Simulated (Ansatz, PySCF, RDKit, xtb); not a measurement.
# C4H4N2SSi: which of the isomers drawn lies lowest?, part 2 of 2

A sample of isomers of C4H4N2SSi is drawn. Aim: find which of them has the lowest free energy at 298.15 K, then its properties. The sample is small against all isomers, and the most stable one of this formula need not be in it.

xtb, Ansatz and PySCF; isolated molecules. Earlier steps stand in the parts before.

## 11. c770a at CCSD(T)/def2-SVP

The input, input.yaml:

```yaml
crystal:
  periodic: [false, false, false]
  atoms:
    - {symbol: C, position_ang: [0.964331, 1.314215, -1.813599]}
    - {symbol: C, position_ang: [-0.458580, 1.167029, -1.735459]}
    - {symbol: C, position_ang: [-2.498614, 1.115590, -2.557699]}
    - {symbol: C, position_ang: [-1.119371, 0.897978, -0.527327]}
    - {symbol: "N", position_ang: [2.132760, 1.426866, -1.829704]}
    - {symbol: "N", position_ang: [-1.239983, 1.286301, -2.862974]}
    - {symbol: S, position_ang: [-2.813369, 0.796165, -0.864214]}
    - {symbol: Si, position_ang: [-0.381653, 0.671672, 1.196622]}
    - {symbol: H, position_ang: [-3.323782, 1.162186, -3.283920]}
    - {symbol: H, position_ang: [0.557467, -0.498457, 1.186863]}
    - {symbol: H, position_ang: [0.356368, 1.917639, 1.588824]}
    - {symbol: H, position_ang: [-1.515066, 0.418570, 2.147314]}
basis:
  gaussian: {orbitals: def2-SVP}
correlation: {method: ccsd_t, frozen_orbitals: {H: 0, C: 1, "N": 1, Si: 5, S: 5}}
```

Started as:

```sh
ansatz run input.yaml --threads 4 --pin off --max-ram 7830MiB --events-out events.jsonl --progress --plain --runs-dir runs
```

Log (excerpt; [...] marks lines left out):

```text
Warning: RAYON_NUM_THREADS=4 ignored (pool sized by the plan → 4); use --threads N
Functional definition: HF
  name "HF"
[...]
1401 factors; integrals over basis functions are off by at most 1.2e-3 eV
[...]
mean field -25815.57600646 eV, -948.7049198114 hartree, gradient 2.3e-6 eV, S^2 0.000000; 0 other end points of the search recorded, 0 dependent functions left out; unrestricted orbitals would lower it
[...]
16 core orbitals not correlated: weight in the atoms' cores, before any rotation towards them, 1.000 or more for the frozen orbitals, at most 0.000 for the correlated occupied ones
reference -25815.57600646 eV, -948.7049198114 hartree; 20, 20 occupied and 104, 104 virtual orbitals, 1401 factors
second order -28.94624115 eV of doubles, -0.00000000 eV of singles
cycle   1  -28.65698007 eV  change    2.9e-1 eV  update   1.6e-1
[...]
cycle  11  -29.93255718 eV  change    1.5e-5 eV  update   1.2e-5
perturbative correction -1.40773850 eV, -0.0517334355 hartree
Total energy: -25846.91630213 eV, -949.8566544342 hartree
```

Run time: 24 s. Hardware: 4 threads of Arm Neoverse V1, shared host; peak memory 1 GiB.

For c146a, c770a, c676a the log finds that unrestricted Hartree-Fock orbitals lie lower, a sign to watch the closed-shell reference there.

## 12. Free energies and the winner

Energies in kcal/mol from c146a; G adds the thermal terms to the CCSD(T)/def2-SVP + MP2/def2-TZVPP - MP2/def2-SVP energy. The columns left of the relaxed level are at the tight-binding geometries.

```csv
label,SMILES,spin,GFN2-xTB,HF/STO-3G,r2SCAN-D4/def2-SVP,PBE-D3(BJ)/def2-SVP,HF/def2-SVP,MP2/def2-SVP,CCSD(T)/def2-SVP + MP2/def2-TZVPP - MP2/def2-SVP,G,share at equilibrium,T1
c146a,N#C[SiH2]c1nccs1,singlet,0.0,0.0,0.0,0.0,0.0,0.0,0.0,0.0,100.0 %,0.015
c770a,N#Cc1ncsc1[SiH3],singlet,-11.2,11.7,6.1,4.7,8.7,5.6,9.5,8.9,< 0.1 %,0.015
c676a,[SiH3]C#Cc1ncsn1,singlet,-0.7,51.0,36.3,34.5,42.1,41.5,38.2,35.9,< 0.1 %,0.017
```

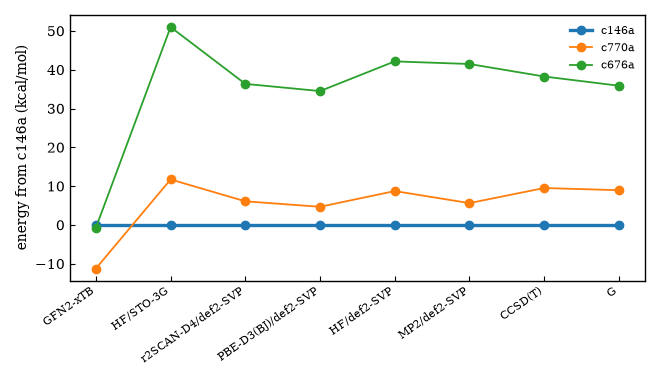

The finalists at each level, measured from c146a.

Lowest found: c146a, `N#C[SiH2]c1nccs1`, a singlet. Bond lengths: C3–C4 1.385 Å, C1–N5 1.174 Å, C2–N6 1.320 Å, C3–N6 1.368 Å, C2–S7 1.767 Å, C4–S7 1.723 Å, C1–Si8 1.866 Å, C2–Si8 1.879 Å, Si8–H9 1.494 Å, Si8–H10 1.499 Å, C3–H11 1.100 Å, C4–H12 1.097 Å. Some angles: C3–C4–S7 110.1°, C4–C3–N6 115.6°, N5–C1–Si8 179.1°, C2–N6–C3 111.6°, N6–C2–S7 113.6°, N6–C2–Si8 122.8°, S7–C2–Si8 123.7°, C2–S7–C4 89.2°, C1–Si8–C2 108.7°, C3–C4–H12 128.6°.

```xyz
12

C    -2.5610   -1.3281   -1.0574
C    -0.5187    0.9133   -0.8125
C     0.0042    2.9000    0.0362
C    -0.4177    3.3296   -1.2106
N    -3.7057   -1.5501   -1.1911
N    -0.0576    1.5502    0.2475
S    -0.9135    1.9824   -2.1635
Si   -0.7439   -0.9511   -0.8598
H    -0.2718   -1.5424    0.4279
H    -0.0630   -1.5667   -2.0455
H     0.3705    3.5635    0.8331
H    -0.4604    4.3530   -1.6032
```

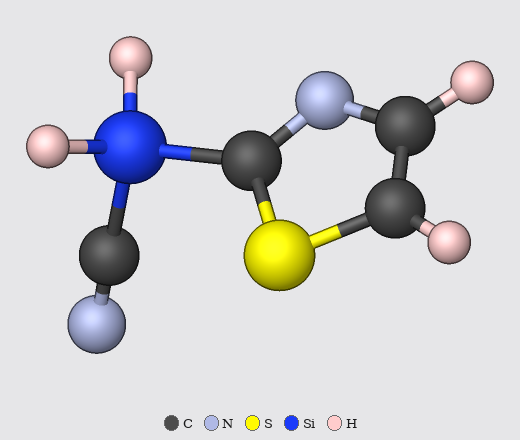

The lowest structure found, seen from a chosen angle (carbon dark grey, nitrogen light blue, sulfur yellow, silicon blue, hydrogen pink).

## 13. Density, orbitals and dipole (PBE0/def2-SVPD)

The input, input.yaml:

```yaml
crystal:
  periodic: [false, false, false]
  atoms:
    - {symbol: C, position_ang: [-2.560992, -1.328061, -1.057368]}
    - {symbol: C, position_ang: [-0.518695, 0.913298, -0.812481]}
    - {symbol: C, position_ang: [0.004192, 2.900000, 0.036232]}
    - {symbol: C, position_ang: [-0.417653, 3.329621, -1.210604]}
    - {symbol: N, position_ang: [-3.705669, -1.550074, -1.191140]}
    - {symbol: "N", position_ang: [-0.057563, 1.550238, 0.247473]}
    - {symbol: S, position_ang: [-0.913497, 1.982394, -2.163455]}
    - {symbol: Si, position_ang: [-0.743886, -0.951062, -0.859840]}
    - {symbol: H, position_ang: [-0.271769, -1.542442, 0.427908]}
    - {symbol: H, position_ang: [-0.062964, -1.566684, -2.045498]}
    - {symbol: H, position_ang: [0.370542, 3.563479, 0.833081]}
    - {symbol: H, position_ang: [-0.460366, 4.352977, -1.603222]}
basis:
  gaussian: {orbitals: def2-SVPD}
hamiltonian: {xc: pbe0}
output: {forces: true, orbitals: {seedname: orbitals}}
```

Started as:

```sh
ansatz run input.yaml --threads 4 --pin off --max-ram 7830MiB --events-out events.jsonl --progress --plain --runs-dir runs
```

Log (excerpt; [...] marks lines left out):

```text
Warning: RAYON_NUM_THREADS=4 ignored (pool sized by the plan → 4); use --threads N
Functional definition: PBE0
  name "PBE0"
[...]
1802 factors; their error is unknown
[...]
mean field -25879.01898154 eV, -951.0364061426 hartree, gradient 2.8e-5 eV, S^2 0.000000; 0 other end points of the search recorded, 0 dependent functions left out
[...]
reference -25879.01902862 eV, -951.0364078725 hartree; 36, 36 occupied and 167, 167 virtual orbitals, 1802 factors
Total energy: -25879.01902862 eV, -951.0364078725 hartree
Atom 0 at    -2.560992    -1.328061    -1.057368 Å, force    -1.665452    -0.320302    -0.183292 eV/Å
Atom 1 at    -0.518695     0.913298    -0.812481 Å, force     0.072594     0.477512     0.153608 eV/Å
Atom 2 at     0.004192     2.900000     0.036232 Å, force    -0.116064     0.058404    -0.326027 eV/Å
Atom 3 at    -0.417653     3.329621    -1.210604 Å, force     0.102118    -0.174706     0.316236 eV/Å
Atom 4 at    -3.705669    -1.550074    -1.191140 Å, force     1.746807     0.331864     0.198968 eV/Å
Atom 5 at    -0.057563     1.550238     0.247473 Å, force    -0.285004     0.079266    -0.823981 eV/Å
Atom 6 at    -0.913497     1.982394    -2.163455 Å, force     0.283823    -0.056937     0.755834 eV/Å
Atom 7 at    -0.743886    -0.951062    -0.859840 Å, force     0.163331    -0.069673     0.031419 eV/Å
Atom 8 at    -0.271769    -1.542442     0.427908 Å, force    -0.091355     0.091097    -0.175259 eV/Å
Atom 9 at    -0.062964    -1.566684    -2.045498 Å, force    -0.115694     0.104548     0.165151 eV/Å
Atom 10 at     0.370542     3.563479     0.833081 Å, force    -0.114905    -0.223377    -0.244439 eV/Å
Atom 11 at    -0.460366     4.352977    -1.603222 Å, force     0.019802    -0.297697     0.131779 eV/Å
Dipole moment:     0.651197     0.513039    -0.144827 e Å
```

Wall time 6 s (4 threads of Arm Neoverse V1, shared host); peak memory 0.72 GiB.

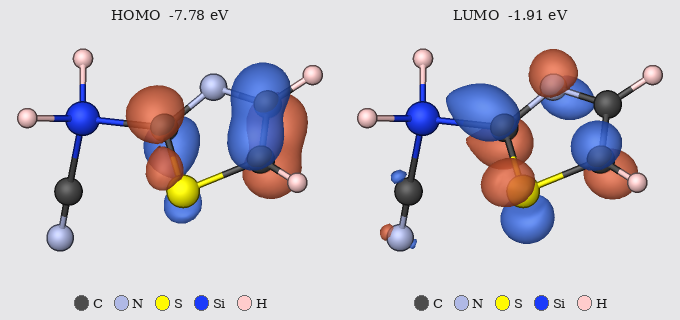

Frontier orbitals of this run, surfaces at ±0.2 Å^-3/2.

## 14. Electronic excitations (TD-PBE0/def2-SVPD)

An in-house driver calls PySCF's response routines at TD-PBE0/def2-SVPD; it has no typed input.

Log:

```text
coarse grid: 12200 points
cycle   1  E = -950.8860795788  dE =  1.022e+00  |g| = 4.024e-01  |ddm| = 5.852e+00
cycle   2  E = -950.7241870622  dE =  1.619e-01  |g| = 9.216e-01  |ddm| = 2.091e+00
cycle   3  E = -950.9303591249  dE = -2.062e-01  |g| = 8.124e-02  |ddm| = 1.290e+00
cycle   4  E = -950.9311226625  dE = -7.635e-04  |g| = 6.017e-02  |ddm| = 2.195e-01
cycle   5  E = -950.9318839421  dE = -7.613e-04  |g| = 1.994e-02  |ddm| = 1.258e-01
cycle   6  E = -950.9319854287  dE = -1.015e-04  |g| = 4.212e-03  |ddm| = 4.365e-02
cycle   7  E = -950.9319896725  dE = -4.244e-06  |g| = 1.559e-03  |ddm| = 9.048e-03
final grid: 111976 points
cycle   8  E = -951.0364384898  dE = -7.995e-06  |g| = 8.995e-03  |ddm| = 8.352e-02
cycle   9  E = -951.0363944480  dE =  4.404e-05  |g| = 1.542e-02  |ddm| = 4.214e-02
cycle  10  E = -951.0364590615  dE = -6.461e-05  |g| = 2.467e-03  |ddm| = 3.123e-02
cycle  11  E = -951.0364605096  dE = -1.448e-06  |g| = 4.803e-04  |ddm| = 4.047e-03
cycle  12  E = -951.0364605553  dE = -4.569e-08  |g| = 2.412e-04  |ddm| = 9.403e-04
cycle  13  E = -951.0364605678  dE = -1.248e-08  |g| = 5.708e-05  |ddm| = 3.299e-04
cycle  14  E = -951.0364605686  dE = -7.717e-10  |g| = 1.849e-05  |ddm| = 1.157e-04
converged SCF energy = -951.0364605686

Static polarisability (au): isotropic 100.220, principal 76.888 98.395 125.377

Singlet excitations
state   eV       nm        f      main configurations
  1   4.8656    254.8   0.00135   H-1->L 0.98
  2   5.1296    241.7   0.14856   H->L 0.93
  3   5.7670    215.0   0.00376   H->L+1 0.89, H->L+3 0.08
  4   6.0041    206.5   0.06792   H-2->L 0.80
  5   6.1235    202.5   0.00254   H->L+2 0.95
  6   6.3960    193.8   0.00520   H->L+3 0.78, H->L+1 0.09
  7   6.4563    192.0   0.00574   H-1->L+1 0.77
  8   6.6258    187.1   0.00394   H-3->L 0.49, H-3->L+1 0.15, H-3->L+2 0.08

Triplet excitations (Tamm-Dancoff, eV): 3.4760 4.3002 4.5779
```

Wall time 13 s (4 threads of Arm Neoverse V1, shared host); peak memory 0.9 GiB.

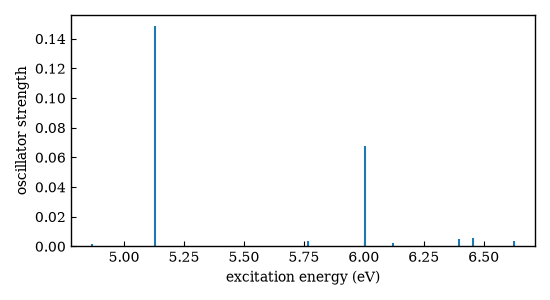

Vertical excitations as sticks.

The roots found:

```csv
excited state,energy (eV),strength
1,4.866,0.0014
2,5.130,0.1486
3,5.767,0.0038
4,6.004,0.0679
5,6.123,0.0025
6,6.396,0.0052
7,6.456,0.0057
8,6.626,0.0039
```

## 15. NMR shieldings (GIAO PBE0/pcSseg-1)

An in-house driver calls PySCF's response routines at GIAO PBE0/pcSseg-1; it has no typed input.

Log:

```text
coarse grid: 12200 points
cycle   1  E = -951.2743753046  dE =  1.078e+00  |g| = 4.234e-01  |ddm| = 3.548e+00
cycle   2  E = -951.1097713190  dE =  1.646e-01  |g| = 9.441e-01  |ddm| = 1.031e+00
cycle   3  E = -951.3206722367  dE = -2.109e-01  |g| = 9.287e-02  |ddm| = 6.844e-01
cycle   4  E = -951.3218155326  dE = -1.143e-03  |g| = 5.823e-02  |ddm| = 1.065e-01
cycle   5  E = -951.3224633187  dE = -6.478e-04  |g| = 2.303e-02  |ddm| = 5.963e-02
cycle   6  E = -951.3225903778  dE = -1.271e-04  |g| = 4.060e-03  |ddm| = 2.505e-02
cycle   7  E = -951.3225938277  dE = -3.450e-06  |g| = 1.788e-03  |ddm| = 4.778e-03
final grid: 111976 points
cycle   8  E = -951.3701559846  dE = -1.208e-05  |g| = 9.011e-03  |ddm| = 2.363e-02
cycle   9  E = -951.3701192054  dE =  3.678e-05  |g| = 1.482e-02  |ddm| = 2.211e-02
cycle  10  E = -951.3701751066  dE = -5.590e-05  |g| = 2.420e-03  |ddm| = 1.561e-02
cycle  11  E = -951.3701764556  dE = -1.349e-06  |g| = 5.754e-04  |ddm| = 2.026e-03
cycle  12  E = -951.3701765180  dE = -6.247e-08  |g| = 2.488e-04  |ddm| = 5.410e-04
cycle  13  E = -951.3701765308  dE = -1.275e-08  |g| = 6.880e-05  |ddm| = 1.840e-04
cycle  14  E = -951.3701765318  dE = -1.065e-09  |g| = 1.938e-05  |ddm| = 6.434e-05
cycle  15  E = -951.3701765319  dE = -8.117e-11  |g| = 9.754e-06  |ddm| = 2.706e-05
converged SCF energy = -951.3701765319

GIAO shielding tensors (ppm)
atom      isotropic    diamagn.    paramagn.     s11        s22        s33       span
  0 C       57.380     261.347    -203.967    -60.399    -55.880    288.420    348.819
  1 C       16.551     258.913    -242.362    -50.169     -3.190    103.013    153.182
  2 C       32.176     251.439    -219.263    -42.909     32.952    106.486    149.396
  3 C       45.549     267.765    -222.217    -48.007     45.447    139.206    187.213
  4 N     -119.967     335.438    -455.405   -328.061   -317.241    285.400    613.461
  5 N     -138.037     323.776    -461.813   -461.390   -169.155    216.436    677.826
  6 S      146.766    1056.648    -909.882   -151.727    208.899    383.125    534.852
  7 Si     428.087     878.914    -450.827    391.921    438.786    453.554     61.633
  8 H       25.990      27.910      -1.920     22.273     24.740     30.957      8.683
  9 H       26.082      26.771      -0.688     23.393     24.232     30.623      7.229
 10 H       22.838      29.001      -6.162     19.332     22.644     26.539      7.206
 11 H       23.342      28.958      -5.616     20.798     22.729     26.498      5.700
```

Run time: 7.5 s. Hardware: 4 threads of Arm Neoverse V1, shared host; peak memory 1.2 GiB.

Isotropic shieldings, averaged over atoms that the bond graph makes equivalent (absolute, not shifts):

```csv
atoms,shielding (ppm)
C1,57.4
C2,16.6
C3,32.2
C4,45.5
N5,-120.0
N6,-138.0
S7,146.8
Si8,428.1
"H9, H10",26.04
H11,22.84
H12,23.34
```

## 16. The cation at the same geometry (PBE0/def2-SVPD)

Changes to input.yaml since step 13:

```diff
@@ -16,4 +16,9 @@
 basis:
-  gaussian: {orbitals: def2-SVPD}
-hamiltonian: {xc: pbe0}
-output: {forces: true, orbitals: {seedname: orbitals}}
+  gaussian:
+    orbitals: def2-SVPD
+total_charge: 1
+magnetization:
+  spin_polarized: true
+  initial_magnetization: 1
+hamiltonian:
+  xc: {name: PBE0}
```

Started as:

```sh
ansatz run input.yaml --threads 4 --pin off --max-ram 7830MiB --events-out events.jsonl --progress --plain --runs-dir runs
```

Log:

```text
Warning: RAYON_NUM_THREADS=4 ignored (pool sized by the plan → 4); use --threads N
[... 2 set-up lines as earlier in the session ...]
  parameter a = 0.25
  parameter kappa = 0.804
  parameter beta = 0.06672455060314922
  exchange = (1 - a)*pbe_x(kappa = kappa, mu = beta*pi^2/3) + a*exact_x
  correlation = pbe_c(beta = beta)
1802 factors; their error is unknown
mean field evaluation 1: about -25855.5039 eV, gradient 5.1e1 eV
mean field evaluation 2: about -25796.5787 eV, gradient 1.1e2 eV
mean field evaluation 4: about -25868.8090 eV, gradient 8.7e0 eV
mean field evaluation 8: about -25869.2478 eV, gradient 7.8e-1 eV
mean field evaluation 16: about -25869.3839 eV, gradient 4.5e-2 eV
mean field evaluation 32: about -25869.3840 eV, gradient 6.1e-5 eV
mean field -25869.38395414 eV, -950.6823254163 hartree, gradient 3.1e-5 eV, S^2 0.765414; 4 other end points of the search recorded, 0 dependent functions left out
reference -25869.38400512 eV, -950.6823272900 hartree; 36, 35 occupied and 167, 168 virtual orbitals, 1802 factors
Total energy: -25869.38400512 eV, -950.6823272900 hartree
```

Wall time 15 s (4 threads of Arm Neoverse V1, shared host); peak memory 0.94 GiB.

Difference from the parent: 9.64 eV.

## 17. The anion at the same geometry (PBE0/def2-SVPD)

Changes to input.yaml since step 16:

```diff
@@ -8,3 +8,3 @@
     - {symbol: N, position_ang: [-3.705669, -1.550074, -1.191140]}
-    - {symbol: "N", position_ang: [-0.057563, 1.550238, 0.247473]}
+    - {symbol: N, position_ang: [-0.057563, 1.550238, 0.247473]}
     - {symbol: S, position_ang: [-0.913497, 1.982394, -2.163455]}
@@ -16,9 +16,6 @@
 basis:
-  gaussian:
-    orbitals: def2-SVPD
-total_charge: 1
-magnetization:
-  spin_polarized: true
-  initial_magnetization: 1
-hamiltonian:
-  xc: {name: PBE0}
+  gaussian: {orbitals: def2-SVPD}
+total_charge: -1
+magnetization: {spin_polarized: true, initial_magnetization: 1}
+hamiltonian: {xc: pbe0}
+scf: {lower_state_search: off}
```

Started as:

```sh
ansatz run input.yaml --threads 4 --pin off --max-ram 7830MiB --events-out events.jsonl --progress --plain --runs-dir runs
```

Log (excerpt; [...] marks lines left out):

```text
Warning: RAYON_NUM_THREADS=4 ignored (pool sized by the plan → 4); use --threads N
[... 2 set-up lines as earlier in the session ...]
[...]
1802 factors; their error is unknown
[...]
mean field -25879.24262404 eV, -951.0446248527 hartree, gradient 6.0e-6 eV, S^2 0.761700; 0 other end points of the search recorded, 0 dependent functions left out
reference -25879.24266957 eV, -951.0446265258 hartree; 37, 36 occupied and 166, 167 virtual orbitals, 1802 factors
Total energy: -25879.24266957 eV, -951.0446265258 hartree
Checks for a lower state left out: stability, starts, cluster_reference, orbital_swaps, neighbouring_geometries, increment
```

It took 7.2 s on 4 threads of Arm Neoverse V1, shared host; peak memory 0.82 GiB.

Parent less the species with the added electron: 0.22 eV.

## 18. The triplet at the same geometry (PBE0/def2-SVPD)

The input, input.yaml:

```yaml
crystal:
  periodic: [false, false, false]
  atoms:
    - symbol: C
      position_ang: [-2.560992, -1.328061, -1.057368]
    - symbol: C
      position_ang: [-0.518695, 0.913298, -0.812481]
    - symbol: C
      position_ang: [0.004192, 2.900000, 0.036232]
    - symbol: C
      position_ang: [-0.417653, 3.329621, -1.210604]
    - symbol: N
      position_ang: [-3.705669, -1.550074, -1.191140]
    - symbol: N
      position_ang: [-0.057563, 1.550238, 0.247473]
    - symbol: S
      position_ang: [-0.913497, 1.982394, -2.163455]
    - symbol: Si
      position_ang: [-0.743886, -0.951062, -0.859840]
    - symbol: H
      position_ang: [-0.271769, -1.542442, 0.427908]
    - symbol: H
      position_ang: [-0.062964, -1.566684, -2.045498]
    - symbol: H
      position_ang: [0.370542, 3.563479, 0.833081]
    - symbol: H
      position_ang: [-0.460366, 4.352977, -1.603222]
basis:
  gaussian: {orbitals: def2-SVPD}
magnetization: {spin_polarized: true, initial_magnetization: 2}
hamiltonian: {xc: {name: PBE0}}
```

Started as:

```sh
ansatz run input.yaml --threads 4 --pin off --max-ram 7830MiB --events-out events.jsonl --progress --plain --runs-dir runs
```

Log (excerpt; [...] marks lines left out):

```text
Warning: RAYON_NUM_THREADS=4 ignored (pool sized by the plan → 4); use --threads N
[... 7 set-up lines as earlier in the session ...]
1802 factors; their error is unknown
mean field evaluation 1: about -25866.0713 eV, gradient 4.2e1 eV
mean field evaluation 2: about -25833.9149 eV, gradient 8.8e1 eV
mean field evaluation 4: about -25874.9680 eV, gradient 7.0e0 eV
mean field evaluation 8: about -25875.3950 eV, gradient 1.1e0 eV
mean field evaluation 16: about -25875.5402 eV, gradient 5.7e-3 eV
mean field evaluation 32: about -25875.2927 eV, gradient 2.6e0 eV
mean field -25875.54022014 eV, -950.9085640192 hartree, gradient 4.3e-5 eV, S^2 2.017780; 4 other end points of the search recorded, 0 dependent functions left out
reference -25875.54026694 eV, -950.9085657390 hartree; 37, 35 occupied and 166, 168 virtual orbitals, 1802 factors
Total energy: -25875.54026694 eV, -950.9085657390 hartree
```

It took 12 s on 4 threads of Arm Neoverse V1, shared host; peak memory 0.94 GiB.

It lies 3.48 eV above the singlet.

## 19. Outcome

What follows sums up all 2 parts.

| quantity | value |
| --- | --- |
| lowest structure found | N#C[SiH2]c1nccs1, singlet |
| next finalist | N#Cc1ncsc1[SiH3], singlet, 8.9 kcal/mol higher in G |
| share at equilibrium, among the finalists | 100.0 % |
| funnel | 4 starts, 4 minima at GFN2-xTB, 7 screening runs, 3 relaxed, 3 ranked |
| CPU time of all runs | 16 min |
| dipole moment (PBE0/def2-SVPD) | 4.04 D |
| HOMO energy (PBE0/def2-SVPD) | -7.78 eV |
| LUMO energy (PBE0/def2-SVPD) | -1.91 eV |
| HOMO–LUMO gap (PBE0/def2-SVPD) | 5.87 eV |
| lowest excitation (TD-PBE0/def2-SVPD) | 4.87 eV (f = 0.001) |
| strongest of the states computed, same level | 5.13 eV (f = 0.149) |
| lowest triplet excitation, same level, Tamm-Dancoff | 3.48 eV |
| vertical ionisation energy | 9.64 eV |
| vertical electron affinity | 0.22 eV |
| vertical triplet less singlet | +3.48 eV |

**Reading.** `N#C[SiH2]c1nccs1` comes out lowest. Among the finalists first place is clear (8.9 kcal/mol); structures outside the list aren't covered. HF/STO-3G, r2SCAN-D4/def2-SVP, PBE-D3(BJ)/def2-SVP, HF/def2-SVP and MP2/def2-SVP already put its bonding pattern lowest among the structures in one piece; GFN2-xTB favours the singlet N#Cc1ncsc1[SiH3]. The largest share of the time went into the final energies (41 %). The search is not exhaustive (a finite list of starts, one conformer a finalist), so a lower isomer can't be ruled out. Only 4 drawn patterns were tried, so whole families of isomers are missing, and the result ranks this sample alone. The lowest isomer need not be the one that is made and kept in a bottle, which depends on barriers.
